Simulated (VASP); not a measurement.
Energy against volume of Al (fcc). Level of theory: LDA (Ceperley-Alder, Perdew-Zunger), VASP's LDA PAW potentials (set 64) (plane waves; VASP).

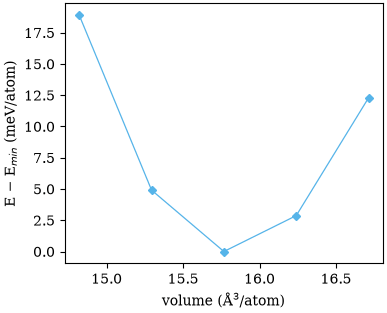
*Energy against volume*

Question: Estimate the equilibrium volume and the bulk modulus.

Answer: The minimum lies near 15.8 Å³/atom, and the curvature gives B0 of about 86 GPa.

Measured: bulk modulus 80.8 GPa at 0 K (computed value off by +6.4 %), as given by H. Levämäki et al., Physical Review B (2014), arXiv:1402.3671 [corrected for temperature and zero-point phonon effects]; a 4.018 Å at 0 K (computed value off by -0.8 %), as given by Daniel Mejia-Rodriguez et al., Physical Review B (2018), arXiv:1807.09216 [static lattice: zero-point anharmonic expansion removed].

The compound is Al in the fcc structure. It was relaxed first.
